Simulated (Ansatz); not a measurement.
**triplet CF2 at 6 levels**

Wanted: a comparison of 6 runs (UHF/STO-3G, U-r2SCAN/def2-TZVPP, UB3LYP/def2-TZVPP, UBHLYP/def2-TZVPP, RPA@PBE/def2-TZVPP, UCCSD(T)/def2-TZVPP) of triplet CF2. 

The results are computed with Ansatz 0.2.0.

31 further runs of the same task are left out: 31 set aside as unsound or not needed.

**1. The structure to begin with**

CF2 has 3 atoms, charge 0, and is taken as a triplet. As SMILES of the parent species, `F[C]F`. The shape is that of a PBE0-D4/def2-TZVP optimisation. That shape belongs to the parent species and isn't relaxed for this state.

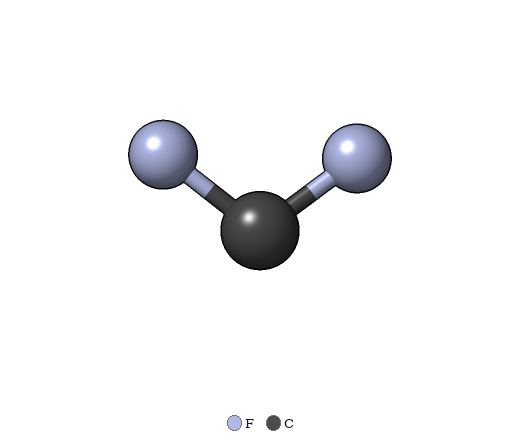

The structure, seen from a chosen angle (fluorine light blue, carbon dark grey).

**2. A single-point energy at UHF/STO-3G (run 1)**

Contents of job.yaml:

```yaml
crystal:
  periodic: [false, false, false]
  atoms:
    - {symbol: F, position_ang: [0.316310, 0.971410, 0.281600]}
    - {symbol: C, position_ang: [0.382340, -0.318520, 0.175150]}
    - {symbol: F, position_ang: [-0.698640, -0.652890, -0.456750]}
basis:
  gaussian:
    orbitals: STO-3G
magnetization:
  spin_polarized: true
  initial_magnetization: 2
hamiltonian:
  xc: hf
accuracy: high
output: {orbitals: {seedname: orbitals}}
```

The run is started by

```
$ ansatz run job.yaml --threads 1 --pin off --max-ram 3480MiB --events-out events.jsonl --progress --plain --runs-dir runs
```

Log:

```text
Warning: RAYON_NUM_THREADS=1 ignored (pool sized by the plan → 1); use --threads N
Functional definition: HF
  name "HF"
  exchange = exact_x
  correlation = 0
252 factors; integrals over basis functions are off by at most 4.1e-8 eV
mean field evaluation 1: about -6348.2272 eV, gradient 1.1e1 eV
mean field evaluation 2: about -6348.3752 eV, gradient 1.1e1 eV
mean field evaluation 4: about -6349.6019 eV, gradient 2.1e0 eV
mean field evaluation 8: about -6349.7077 eV, gradient 5.8e-5 eV
mean field evaluation 16: about -6349.7057 eV, gradient 9.3e-9 eV
mean field -6349.70572878 eV, -233.3473815477 hartree, gradient 9.3e-9 eV, S^2 2.004578; 0 other end points of the search recorded, 0 dependent functions left out
reference -6349.70572878 eV, -233.3473815477 hartree; 13, 11 occupied and 2, 4 virtual orbitals, 252 factors
Total energy: -6349.70572878 eV, -233.3473815477 hartree
```

Wall time 0.06 s (1 thread of AMD EPYC 9R45 (Zen 5), shared host).

**3. The energy at U-r2SCAN/def2-TZVPP (run 2)**

Contents of run.yaml:

```yaml
crystal:
  periodic: [false, false, false]
  atoms:
    - {symbol: F, position_ang: [0.316310, 0.971410, 0.281600]}
    - {symbol: C, position_ang: [0.382340, -0.318520, 0.175150]}
    - {symbol: F, position_ang: [-0.698640, -0.652890, -0.456750]}
basis:
  gaussian:
    orbitals: def2-TZVPP
magnetization:
  spin_polarized: true
  initial_magnetization: 2
hamiltonian:
  xc: r2scan
accuracy: high
output: {orbitals: {seedname: orbitals}}
```

The run is started by

```
$ ansatz run run.yaml --threads 1 --pin off --max-ram 3480MiB --events-out events.jsonl --progress --plain --runs-dir runs
```

Log:

```text
Warning: RAYON_NUM_THREADS=1 ignored (pool sized by the plan → 1); use --threads N
Functional definition: r2SCAN
  name "r2SCAN"
  parameter k0 = 0.174
  parameter k1 = 0.065
  parameter a1 = 4.9479
  exchange = r2scan_x(k0 = k0, k1 = k1, a1 = a1)
  correlation = r2scan_c
1489 factors; integrals over basis functions are off by at most 3.6e-9 eV
mean field evaluation 1: about -6464.9433 eV, gradient 1.7e1 eV
mean field evaluation 2: about -6465.0988 eV, gradient 1.8e1 eV
mean field evaluation 4: about -6465.8835 eV, gradient 9.9e-1 eV
mean field evaluation 8: about -6465.8880 eV, gradient 2.0e-2 eV
mean field evaluation 16: about -6465.8880 eV, gradient 1.5e-6 eV
mean field -6465.88804178 eV, -237.6170027992 hartree, gradient 5.4e-8 eV, S^2 2.004992; 0 other end points of the search recorded, 0 dependent functions left out
reference -6465.88804305 eV, -237.6170028456 hartree; 13, 11 occupied and 80, 82 virtual orbitals, 1489 factors
Total energy: -6465.88804305 eV, -237.6170028456 hartree
```

Wall time 2.6 s (1 thread of AMD EPYC 9R45 (Zen 5), shared host); peak memory 0.28 GiB.

Runs 3 to 5 aren't shown in full; the table further down has their settings and results.

**4. The energy at UCCSD(T)/def2-TZVPP (run 6)**

Contents of in.yaml:

```yaml
crystal:
  periodic: [false, false, false]
  atoms:
    - {symbol: F, position_ang: [0.316310, 0.971410, 0.281600]}
    - {symbol: C, position_ang: [0.382340, -0.318520, 0.175150]}
    - {symbol: F, position_ang: [-0.698640, -0.652890, -0.456750]}
basis:
  gaussian: {orbitals: def2-TZVPP}
magnetization: {spin_polarized: true, initial_magnetization: 2}
correlation: {method: ccsd_t, frozen_orbitals: {C: 1, F: 1}}
accuracy: high
scf: {omitted_lower_state_checks: [cluster_reference, increment]}
```

The run is started by

```
$ ansatz run in.yaml --threads 1 --pin off --max-ram 3480MiB --events-out events.jsonl --progress --plain --runs-dir runs
```

Log, cut to the lines that bear on the results:

```text
Warning: RAYON_NUM_THREADS=1 ignored (pool sized by the plan → 1); use --threads N
Functional definition: HF
  name "HF"
[...]
1489 factors; integrals over basis functions are off by at most 3.6e-9 eV
[...]
mean field -6441.14641327 eV, -236.7077647219 hartree, gradient 2.1e-8 eV, S^2 2.006885; 0 other end points of the search recorded, 0 dependent functions left out
3 core orbitals not correlated: weight in the atoms' cores, before any rotation towards them, 1.000 or more for the frozen orbitals, at most 0.000 for the correlated occupied ones
reference -6441.14641327 eV, -236.7077647219 hartree; 10, 8 occupied and 80, 82 virtual orbitals, 1489 factors
second order -16.11263854 eV of doubles, -0.00000000 eV of singles
cycle   1  -15.93005839 eV  change    1.8e-1 eV  update   8.3e-2
[...]
cycle  21  -16.35208740 eV  change    1.0e-9 eV  update   1.9e-9
perturbative correction -0.49847783 eV, -0.0183187222 hartree
Total energy: -6457.99697850 eV, -237.3270115723 hartree
Checks for a lower state left out: cluster_reference, increment
```

Run time: 9.3 s. Hardware: 1 thread of AMD EPYC 9R45 (Zen 5), shared host; peak memory 0.89 GiB.

**5. Overview of the runs**

| run | level | frozen core orbitals | energy (Eh) | HOMO energy (eV) | LUMO energy (eV) | ⟨S²⟩ | wall time |
| --- | --- | --- | --- | --- | --- | --- | --- |
| 1 | UHF/STO-3G | – | -233.347382 | -7.39 | 5.52 | 2.005 | 0.06 s |
| 2 | U-r2SCAN/def2-TZVPP | – | -237.617003 | -4.84 | -4.72 | 2.005 | 2.6 s |
| 3 | UB3LYP/def2-TZVPP | – | -237.710375 | -5.79 | -5.07 | 2.003 | 1.9 s |
| 4 | UBHLYP/def2-TZVPP | – | -237.618858 | -7.84 | -3.51 | 2.005 | 2.1 s |
| 5 | RPA@PBE/def2-TZVPP | 3 | -237.583648 | – | – | 2.003 | 2.5 s |
| 6 | UCCSD(T)/def2-TZVPP | 3 | -237.327012 | – | – | 2.007 | 9.3 s |

**6. Results**

| quantity | value |
| --- | --- |
| run 6: total energy | -237.32701 Eh |
| run 6: correlation energy (3 core orbitals frozen) | -619.2 mEh |
| run 6: (T) correction | -18.32 mEh |
| run 6: ⟨S²⟩ of the reference determinant | 2.007 |
| run 6: T1 diagnostic | 0.017 |

**Reading.** Totals of different functionals can't be ranked against each other. In run 1 the basis is minimal, so the values are rough. All runs together took 18 s, the longest 9.3 s.
